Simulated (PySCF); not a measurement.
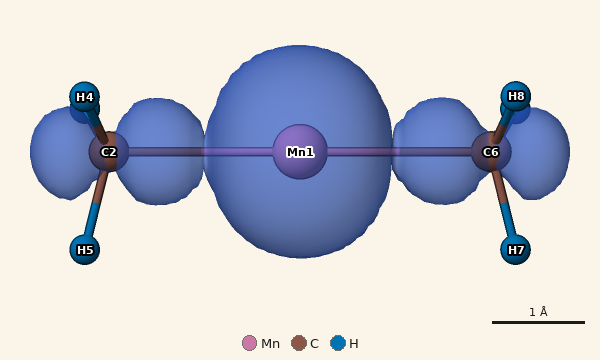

C2H6Mn (charge +1, septet). Isosurface of the spin density at +0.1 e/Å³ (blue), seen at a tilt.

Geometry: PBE-D3(BJ)/def2-SVP.

Computed with DFT single point, gas phase, functional B3LYP (PySCF 2.14.0, density-fitted response routines).

```xyz
9

Mn    0.0069    0.0005   -0.0114
C     0.0098   -0.1078    2.0813
H     0.0864    0.9513    2.4018
H     0.9031   -0.7219    2.3164
H    -0.9577   -0.5925    2.3245
C     0.0019    0.1124   -2.1036
H    -0.9646   -0.3483   -2.3928
H     0.8966   -0.4693   -2.4061
H     0.0727    1.1998   -2.3112
```

### Describe the spin distribution.

The unpaired spin (6 electrons) lies mostly on Mn1 (about 4.9), C2 (about 0.4) and C6 (about 0.4), in electrons by Hirshfeld's partition.
